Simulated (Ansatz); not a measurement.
C$_{5}$H$_{7}$FO$_{2}$

```yaml
atoms:
  - { symbol: C, position_ang: [0.3509, 0.3712, -0.0841] }
  - { symbol: C, position_ang: [1.8301, 0.0931, 0.1957] }
  - { symbol: C, position_ang: [1.3554, -1.1754, 0.9580] }
  - { symbol: C, position_ang: [-0.0743, -0.5984, 1.0369] }
  - { symbol: C, position_ang: [-2.3731, -0.9197, 0.8360] }
  - { symbol: F, position_ang: [-2.7038, -0.6494, 2.1496] }
  - { symbol: O, position_ang: [-0.2520, 0.9272, -0.9613] }
  - { symbol: O, position_ang: [-1.1200, -1.4949, 0.7615] }
  - { symbol: H, position_ang: [2.4803, -0.0232, -0.6848] }
  - { symbol: H, position_ang: [2.2660, 0.8588, 0.8595] }
  - { symbol: H, position_ang: [1.3545, -2.0627, 0.3077] }
  - { symbol: H, position_ang: [1.8458, -1.4132, 1.9114] }
  - { symbol: H, position_ang: [-0.2470, -0.0576, 1.9888] }
  - { symbol: H, position_ang: [-2.4204, 0.0334, 0.2789] }
  - { symbol: H, position_ang: [-3.0871, -1.6582, 0.4394] }
```

Geometry: r2SCAN-D4/def2-SVP.

These are results of Ansatz 0.2.0, isolated molecule in a Gaussian basis; Kohn-Sham density functional theory, functional PBE0, not measurements.

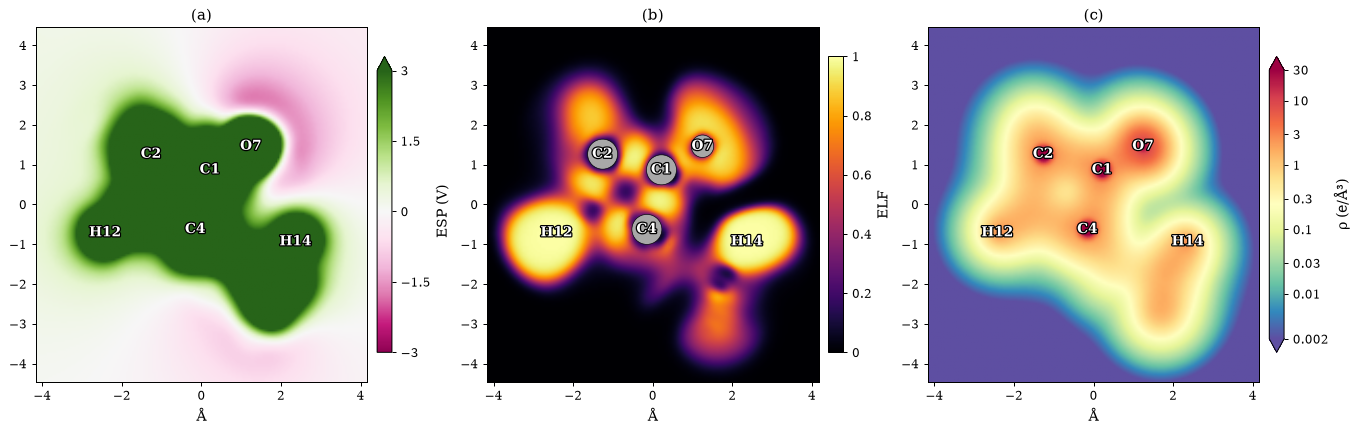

Figure 1. (a) molecular electrostatic potential; (b) electron localisation function; (c) electron density on the plane of atoms C2, C1 and C4. Grey discs cover the atomic cores in the ELF map.

**What do the fields say about this system?**

The plane passes through C, O and H nuclei. C–O (1.20 Å): ρ is about 3.4 e/Å³ halfway; the ELF peaks at about 0.85 between the atoms; a short, multiple covalent bond. C–C (1.53 Å): ρ is about 1.7 e/Å³ halfway; the ELF peaks at about 0.95 between the atoms, as expected for a covalent bond. The ELF also peaks beside O7, away from the bonds: lone-pair regions. Outside the dense part of the molecule the potential is most negative (−1.7 V) near O7.

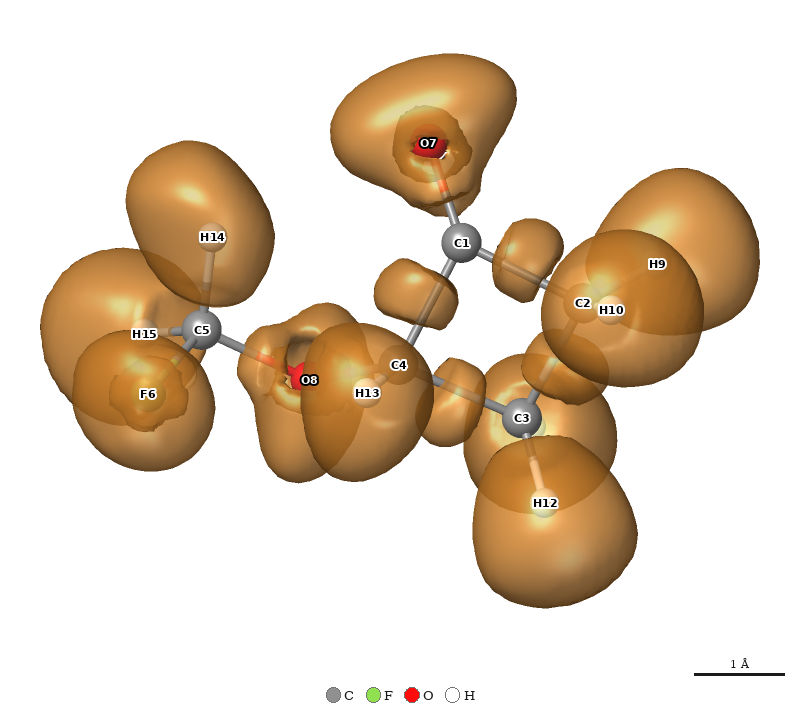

Figure 2. Isosurface of the electron localisation function at 0.75 (orange), seen across its widest extent. Only the valence region is drawn (cores and ρ < 0.01 e/Å³ removed).

**Describe the localisation domains.**

At this value the surface marks out four regions between bonded C–C atoms (shared pairs), seven regions around hydrogen nuclei, one region on F in which the atom's valence shell and bonds are merged and two regions on O in which the atom's valence shell and bonds are merged.


 C–F (1.38 Å): the ELF peaks at about 0.80 between the atoms; a polar covalent bond.

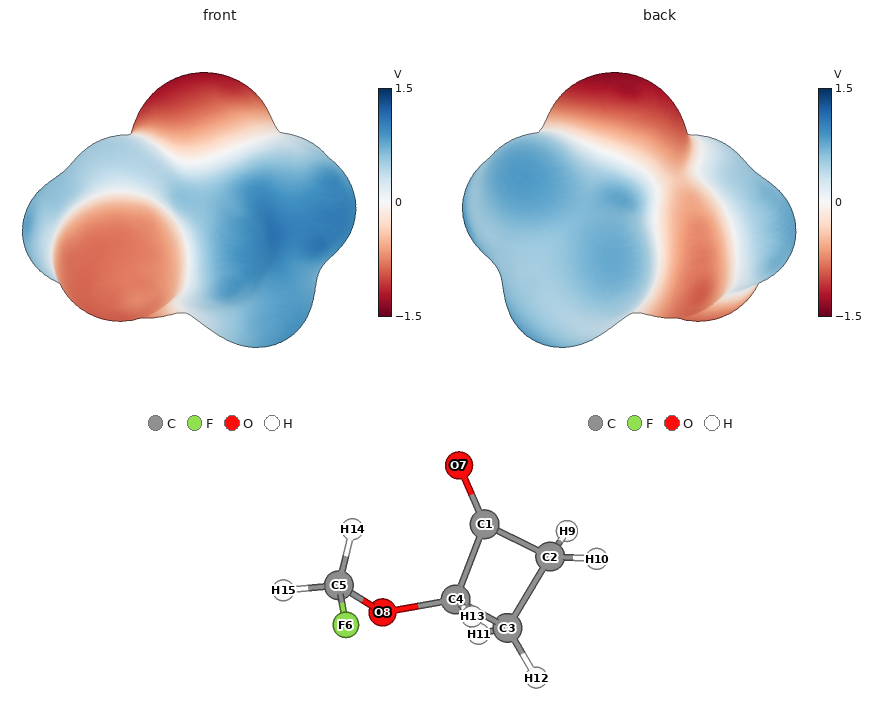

Figure 3. The molecular electrostatic potential painted on the density surface at 0.001 e/bohr³, seen from the front and from behind; red is negative and blue positive. The bare structure is drawn below in the same view.

**Describe the electrostatic potential map.**

The most negative region (about −1.3 V) lies over O7, the most positive (about +1.1 V) over the C and H atoms. O7 is the likeliest acceptor of a hydrogen bond.
